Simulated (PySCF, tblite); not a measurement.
**C2H10SSi2: geometry, infrared bands and NMR shifts**

Aim: predict the infrared bands and NMR shifts of C2H10SSi2 (`[SiH3]CCS[SiH3]`).

The runs use tblite 0.8.0 and PySCF 2.14.0, with density-fitted response routines of our own; the level of theory stands in each step. All values are computed, except where a source is named. Atoms count from 0, in the outputs and in this text.

## Step 1: Starting geometry

15 atoms, charge 0, multiplicity 1; geometry from: force field or distance geometry start.

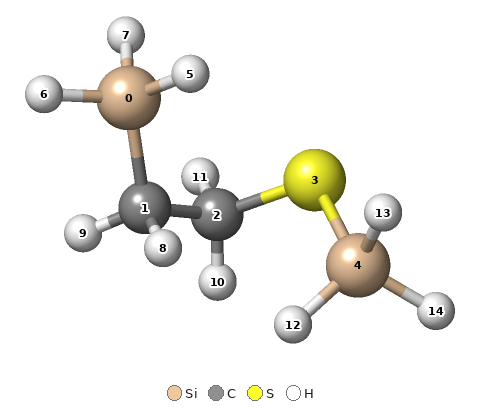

As it starts; silicon light orange, carbon grey, sulfur yellow, hydrogen white, atoms numbered.

## Step 2: Geometry optimisation with GFN2-xTB

What the job is given:

```
{"job": {"kind": "relax", "xc": "GFN2-xTB", "basis": "xTB"}, "charge": 0, "multiplicity": 1}
Si    -2.019200     0.674700    -0.140800
C     -0.879100    -0.343300     0.911100
C     -0.098500    -1.391400     0.112900
S      0.896800    -0.570400    -1.139300
Si     2.496900     0.575600    -0.292600
H     -1.317900     1.746300    -0.868400
H     -2.984700     1.355500     0.756100
H     -2.832600    -0.162800    -1.045100
H     -0.124400     0.347900     1.362100
H     -1.465000    -0.824800     1.757200
H      0.490000    -1.976600     0.854900
H     -0.822600    -2.148800    -0.332100
H      2.343400     0.859300     1.140000
H      2.493400     1.880300    -0.981800
H      3.819200    -0.013400    -0.580300
```

The run is started by

```console
$ OMP_NUM_THREADS=1 python probes_run.py task.json out
```

One launch serves the whole session: the jobs run in the order shown.

Standard output:

```text
step      E/eV     max force
  0    -437.89767    2.094
  1    -438.04926    0.872
  2    -438.10110    0.465
  3    -438.12327    0.474
  4    -438.14920    0.572
  5    -438.16593    0.453
  6    -438.18138    0.412
  7    -438.19257    0.346
  8    -438.20234    0.312
  9    -438.20967    0.209
 10    -438.21486    0.220
 11    -438.21866    0.159
 12    -438.22163    0.159
 13    -438.22424    0.130
 14    -438.22692    0.150
 15    -438.22976    0.143
 16    -438.23279    0.174
 17    -438.23563    0.160
 18    -438.23768    0.120
 19    -438.23915    0.112
 20    -438.24067    0.096
 21    -438.24264    0.131
 22    -438.24481    0.142
 23    -438.24650    0.107
 24    -438.24742    0.064
 25    -438.24790    0.068
 26    -438.24834    0.065
 27    -438.24889    0.070
 28    -438.24945    0.057
 29    -438.24992    0.048
 30    -438.25028    0.053
 31    -438.25058    0.048
 32    -438.25087    0.045
 33    -438.25111    0.040
 34    -438.25130    0.034
 35    -438.25144    0.031
 36    -438.25158    0.032
 37    -438.25171    0.037
 38    -438.25181    0.025
 39    -438.25188    0.020
 40    -438.25194    0.020
 41    -438.25200    0.020
 42    -438.25206    0.020
 43    -438.25210    0.021
 44    -438.25213    0.019
 45    -438.25218    0.018
 46    -438.25223    0.020
 47    -438.25229    0.019
 48    -438.25235    0.018
 49    -438.25242    0.022
 50    -438.25251    0.023
 51    -438.25260    0.023
 52    -438.25269    0.022
 53    -438.25278    0.024
 54    -438.25288    0.029
 55    -438.25298    0.032
 56    -438.25306    0.020
 57    -438.25310    0.015
 58    -438.25314    0.015
 59    -438.25320    0.025
 60    -438.25328    0.029
 61    -438.25335    0.022
 62    -438.25338    0.013
 63    -438.25340    0.013
 64    -438.25342    0.015
 65    -438.25345    0.022
 66    -438.25352    0.029
 67    -438.25358    0.029
 68    -438.25364    0.019
 69    -438.25368    0.016
 70    -438.25373    0.020
 71    -438.25380    0.025
 72    -438.25389    0.025
 73    -438.25396    0.021
 74    -438.25402    0.017
 75    -438.25408    0.021
 76    -438.25418    0.026
 77    -438.25429    0.028
 78    -438.25438    0.028
 79    -438.25446    0.023
 80    -438.25455    0.025
 81    -438.25463    0.022
 82    -438.25468    0.012
 83    -438.25470    0.012
 84    -438.25472    0.012
 85    -438.25475    0.019
 86    -438.25480    0.025
 87    -438.25486    0.024
 88    -438.25492    0.018
 89    -438.25495    0.015
 90    -438.25497    0.017
 91    -438.25500    0.019
 92    -438.25506    0.023
 93    -438.25515    0.022
 94    -438.25526    0.021
 95    -438.25535    0.013
 96    -438.25539    0.012
 97    -438.25541    0.012
 98    -438.25542    0.010
 99    -438.25544    0.009
```

Wall time 1.1 s (1 thread of Arm Neoverse N1, shared host).

Relaxation path: (not every step is listed)

```csv
step,energy from step 0 (eV),largest force (eV/Å)
0,0.0000,2.0939
1,-0.1516,0.8719
2,-0.2034,0.4650
3,-0.2256,0.4744
4,-0.2515,0.5719
5,-0.2683,0.4534
6,-0.2837,0.4122
7,-0.2949,0.3462
8,-0.3047,0.3116
16,-0.3351,0.1736
24,-0.3497,0.0642
32,-0.3532,0.0452
40,-0.3543,0.0201
48,-0.3547,0.0181
56,-0.3554,0.0195
64,-0.3558,0.0146
72,-0.3562,0.0246
80,-0.3569,0.0255
88,-0.3573,0.0179
94,-0.3576,0.0211
95,-0.3577,0.0132
96,-0.3577,0.0116
97,-0.3577,0.0121
98,-0.3578,0.0099
99,-0.3578,0.0090
```

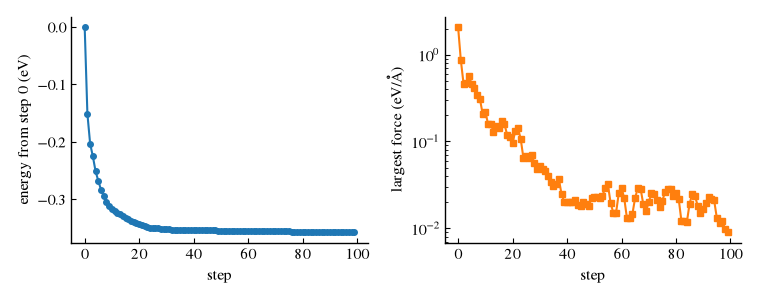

Energy and force, step by step.

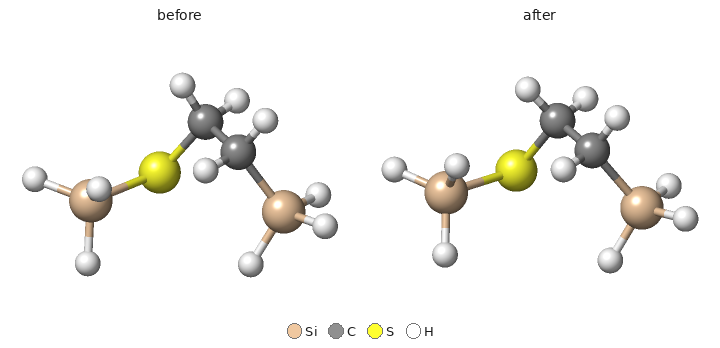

Before and after, at one scale.

Close pairs (by a distance rule), those that changed most:

```csv
bond,before (Å),after (Å),change (Å)
Si0–C1,1.855,1.908,+0.053
C2–H11,1.138,1.090,-0.049
C1–H9,1.136,1.093,-0.043
C2–S3,1.798,1.831,+0.033
C1–H8,1.118,1.092,-0.026
C2–H10,1.113,1.091,-0.022
Si4–H13,1.476,1.455,-0.021
Si4–H14,1.476,1.457,-0.019
```

The next job starts from the end point, and lists it.

## Step 3: Harmonic vibrations with GFN2-xTB

What the job is given:

```
{"job": {"kind": "ir", "xc": "GFN2-xTB", "basis": "xTB"}, "charge": 0, "multiplicity": 1}
Si    -2.099354     0.693095    -0.172868
C     -0.859767    -0.236247     0.941490
C     -0.031912    -1.254600     0.185036
S      0.853805    -0.527904    -1.242916
Si     2.487881     0.501167    -0.310212
H     -1.425910     1.757778    -0.912056
H     -3.110872     1.278735     0.711195
H     -2.722259    -0.267425    -1.081517
H     -0.195717     0.480278     1.430394
H     -1.391368    -0.762969     1.737798
H      0.708508    -1.742341     0.820838
H     -0.671369    -2.019345    -0.254884
H      2.293517     0.405110     1.131263
H      2.445937     1.882115    -0.765737
H      3.714465    -0.179460    -0.703841
```

Standard output:

```text
mode    cm-1     km/mol
  1     -93.0      1.56
  2      36.5      0.13
  3      76.0      2.93
  4     132.3      4.09
  5     154.7      0.25
  6     258.7      0.43
  7     351.4      2.36
  8     508.7     16.95
  9     520.6     74.89
 10     540.8     46.45
 11     551.5     84.46
 12     558.9     26.67
 13     664.8      1.21
 14     694.4     23.03
 15     756.4     79.57
 16     761.5    111.94
 17     774.0    431.97
 18     780.8     39.71
 19     783.8    554.04
 20     797.6    157.25
 21     801.0    249.69
 22     906.6     13.68
 23    1062.0      6.30
 24    1097.6      5.92
 25    1156.2     25.40
 26    1267.3     19.97
 27    1291.3      3.36
 28    1462.0      1.14
 29    1476.1      1.13
 30    2250.1    394.06
 31    2282.7    187.20
 32    2291.4    232.93
 33    2307.4    301.99
 34    2320.6    214.52
 35    2339.2    194.73
 36    2953.1     54.10
 37    2958.3     25.99
 38    2970.4     23.33
 39    2998.6     16.04
```

Run time: 0.84 s. Hardware: 1 thread of Arm Neoverse N1, shared host.

Which atoms move in the most intense modes:

```csv
cm⁻¹,km/mol,atoms
774,432.0,"H14 38 %, H13 30 %, H12 12 %"
784,554.0,"H12 34 %, H14 29 %, H6 11 %"
801,249.7,"H6 25 %, H9 16 %, C1 13 %"
2250,394.1,H6 96 %
2291,232.9,H5 94 %
2307,302.0,"H12 85 %, H14 10 %"
2321,214.5,"H14 84 %, H12 11 %"
2339,194.7,H13 94 %
```

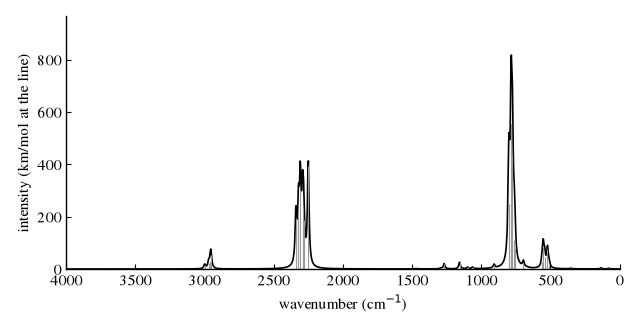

The infrared spectrum from these modes, unscaled. Lines are broadened to a width of 14 cm⁻¹ (Lorentzian).

## Step 4: NMR shieldings: PBE0/pcSseg-1

Settings changed since step 3:

```diff
@@ -1,2 +1,2 @@
-{"job": {"kind": "ir", "xc": "GFN2-xTB", "basis": "xTB"}, "charge": 0, "multiplicity": 1}
+{"job": {"kind": "nmr", "xc": "PBE0", "basis": "pcSseg-1"}, "charge": 0, "multiplicity": 1}
 Si    -2.099354     0.693095    -0.172868
```

With the program's defaults for keys left out, this is: GIAO PBE0/pcSseg-1 NMR shielding, non-relativistic, gas phase.

Standard output:

```text
coarse grid: 13248 points
cycle   1  E = -1058.8129402674  dE =  1.033e-01  |g| = 3.034e-01  |ddm| = 3.366e+00
cycle   2  E = -1058.8102291733  dE =  2.711e-03  |g| = 3.253e-01  |ddm| = 7.234e-01
cycle   3  E = -1058.8386596381  dE = -2.843e-02  |g| = 3.741e-02  |ddm| = 3.855e-01
cycle   4  E = -1058.8389463270  dE = -2.867e-04  |g| = 1.879e-02  |ddm| = 6.490e-02
cycle   5  E = -1058.8390388918  dE = -9.256e-05  |g| = 4.558e-03  |ddm| = 2.546e-02
cycle   6  E = -1058.8390434622  dE = -4.570e-06  |g| = 8.773e-04  |ddm| = 4.510e-03
final grid: 111736 points
cycle   7  E = -1058.8699873773  dE = -2.227e-05  |g| = 6.757e-03  |ddm| = 2.240e-02
cycle   8  E = -1058.8699777665  dE =  9.611e-06  |g| = 8.973e-03  |ddm| = 1.438e-02
cycle   9  E = -1058.8699984550  dE = -2.069e-05  |g| = 6.098e-04  |ddm| = 8.961e-03
cycle  10  E = -1058.8699985505  dE = -9.551e-08  |g| = 1.529e-04  |ddm| = 8.806e-04
cycle  11  E = -1058.8699985562  dE = -5.755e-09  |g| = 4.774e-05  |ddm| = 1.975e-04
cycle  12  E = -1058.8699985568  dE = -6.000e-10  |g| = 7.362e-06  |ddm| = 5.879e-05
converged SCF energy = -1058.8699985568

GIAO shielding tensors (ppm)
atom      isotropic    diamagn.    paramagn.     s11        s22        s33       span
  0 Si     422.453     879.537    -457.084    389.276    416.756    461.327     72.051
  1 C      172.873     252.735     -79.862    153.773    170.535    194.311     40.539
  2 C      151.439     250.127     -98.688    137.136    152.580    164.602     27.467
  3 S      699.056    1059.394    -360.339    556.633    614.774    925.761    369.129
  4 Si     401.727     879.931    -478.204    368.424    378.267    458.490     90.066
  5 H       27.390      29.150      -1.760     23.224     27.427     31.520      8.296
  6 H       27.958      28.813      -0.855     24.623     25.447     33.805      9.183
  7 H       28.058      29.353      -1.295     24.572     26.406     33.194      8.622
  8 H       30.653      32.830      -2.177     26.202     30.599     35.159      8.957
  9 H       30.661      30.713      -0.053     24.768     28.076     39.138     14.370
 10 H       28.794      31.640      -2.845     22.279     28.437     35.666     13.386
 11 H       29.124      31.538      -2.414     23.455     27.881     36.036     12.580
 12 H       27.224      30.285      -3.061     23.374     26.875     31.424      8.051
 13 H       27.044      29.265      -2.221     22.651     25.369     33.111     10.460
 14 H       26.975      28.681      -1.706     22.570     24.860     33.494     10.923
```

It took 44 s on 1 thread of Arm Neoverse N1, shared host; peak memory 0.73 GiB.

Shifts follow as δ = σ(reference) − σ, with reference shieldings (ppm) from runs at the same level and on the same kind of geometry: ¹H TMS 31.72, ¹³C TMS 186.9, ²⁹Si TMS 349.2, ³³S CS2 504. The references are single molecules in the gas phase. Atoms listed in one row are averaged.

```csv
atoms,environment,σ (ppm),δ (ppm),δ scaled to CDCl3
C2,sp3 CH2 bonded to S,151.4,35.5,28.3
C1,sp3 CH2 bonded to Si,172.9,14.1,11.8
"H12, H13, H14",hydrogen on a silicon bonded to S,27.08,4.64,–
"H5, H6, H7",hydrogen on a silicon bonded to C,27.80,3.91,–
"H10, H11",hydrogen on an sp3 CH2 bonded to S,28.96,2.76,2.71
"H8, H9",hydrogen on an sp3 CH2 bonded to Si,30.66,1.06,1.10
Si4,"silicon bonded to S, 3 H",401.7,-52.6,–
Si0,"silicon bonded to C, 3 H",422.5,-73.3,–
S3,"sulfur bonded to C, Si",699,-195,–
```

The scaled column applies a straight-line fit of computed shieldings to shifts measured in CDCl3, with any fitted terms for Cl, Br or S neighbours (root-mean-square error 0.16 ppm for H, 1.9 ppm for C).

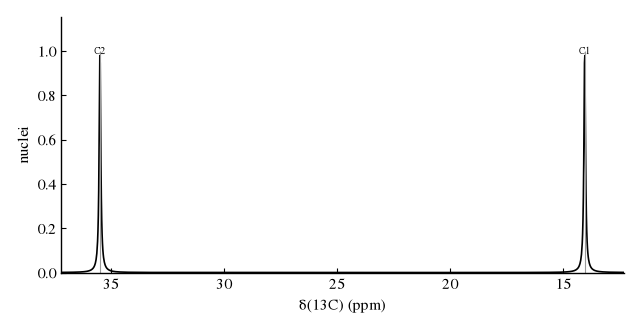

¹³C lines at the computed shifts, without couplings. Lines are broadened to a width of 0.09 ppm (Lorentzian).

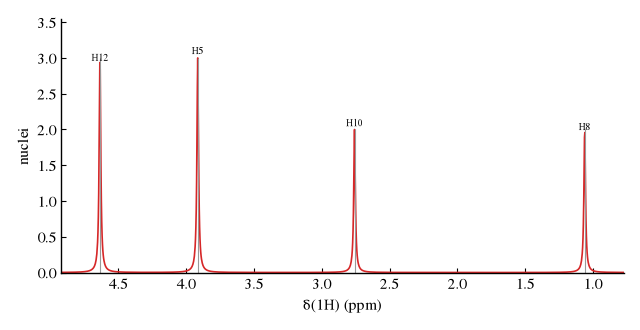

¹H lines at the computed shifts, without couplings. Lines are broadened to a width of 0.01 ppm (Lorentzian).

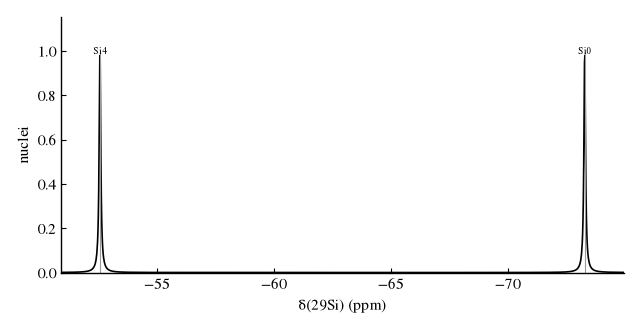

²⁹Si lines at the computed shifts, without couplings. Lines are broadened to a width of 0.08 ppm (Lorentzian).

Charges from the same density, by scheme (e):

```csv
atoms,Mulliken,IAO,Hirshfeld,ESP fit
Si0,0.51,0.59,0.30,0.33
C1,-0.51,-0.53,-0.16,-0.08
C2,-0.34,-0.31,-0.06,-0.40
S3,-0.30,-0.20,-0.08,-0.30
Si4,0.46,0.54,0.30,0.51
```

Hirshfeld charges:

Si0 0.30; C1 -0.16; C2 -0.06; S3 -0.08; Si4 0.30; H5 -0.08; H6 -0.08; H7 -0.08; H8 0.04; H9 0.04; H10 0.04; H11 0.05; H12 -0.07; H13 -0.07; H14 -0.07

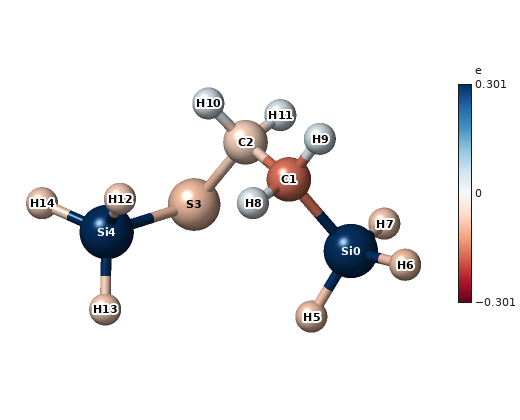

Hirshfeld charges, as colours on the atoms.

Mayer bond orders: Si0–C1 0.90, C1–C2 1.02, C2–S3 1.00, S3–Si4 0.94.

Orbitals, density, ELF and potential are computed afterwards from the orbital file.

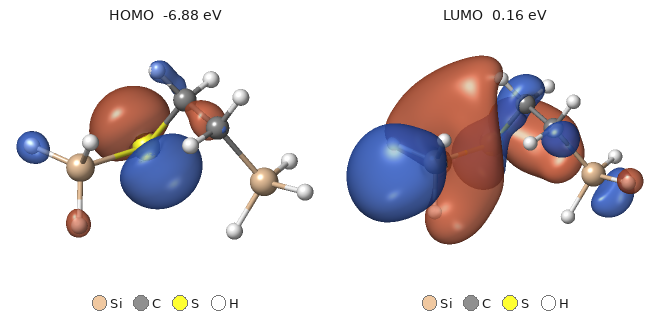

PBE0/pcSseg-1 orbitals near the gap, drawn at the value that encloses 70 % of each; the two colours are the two signs.

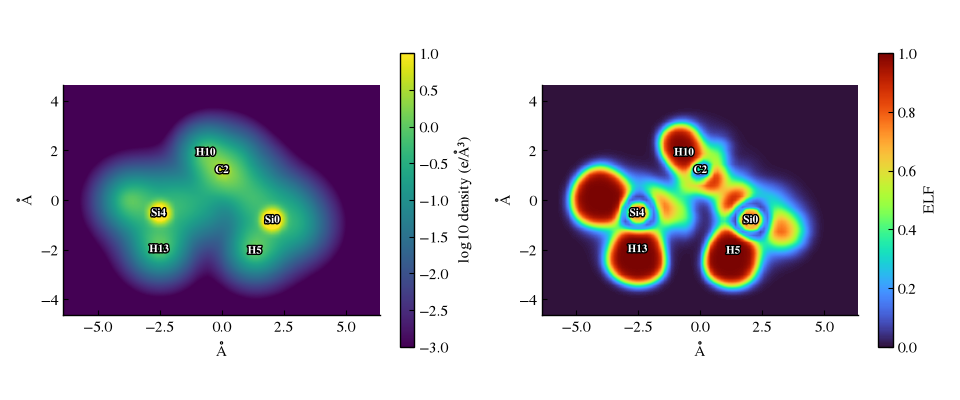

Density (left) and ELF (right) in a plane through or near 6 of the atoms.

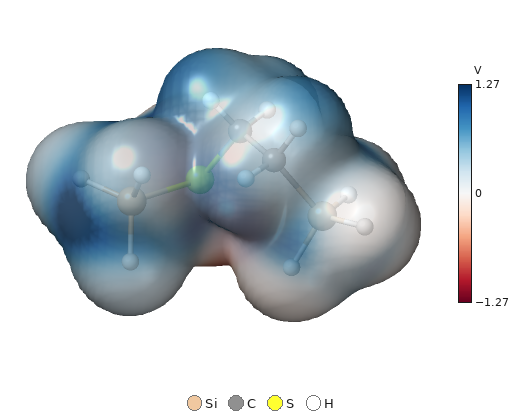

Electrostatic potential on the surface of density 0.002 e/bohr³; red is low, blue high. It runs from -0.99 V near S3 to 1.27 V near H12.

## Step 5: What came out

| quantity | value |
| --- | --- |
| strongest single infrared mode (GFN2-xTB) | 784 cm⁻¹, 554 km/mol |
| zero-point energy (GFN2-xTB) | 65.6 kcal/mol |
| ¹³C shifts against TMS (PBE0/pcSseg-1) | 35.5, 14.1 ppm |
| ¹H shifts against TMS (PBE0/pcSseg-1, means over atoms taken as alike) | 4.64, 3.91, 2.76, 1.06 ppm |
| ²⁹Si shifts against TMS (PBE0/pcSseg-1) | -52.6, -73.3 ppm |
| ³³S shifts against CS2 (PBE0/pcSseg-1) | -195 ppm |
| surface potential, least and greatest | -0.99 V and 1.27 V |

What this shows: The optimisation took 99 steps and gained 0.358 eV; among the close pairs (by a distance rule), Si0–C1 changed most, from 1.855 to 1.908 Å. The lowest mode is imaginary (93i cm⁻¹), so the xTB geometry is not a minimum. Unscaled tight-binding wavenumbers are off by several per cent, some by more. Its intensities can rank the bands wrongly. At PBE0/pcSseg-1: The largest span, 369 ppm, is at S3, where the paramagnetic term is -360 ppm.
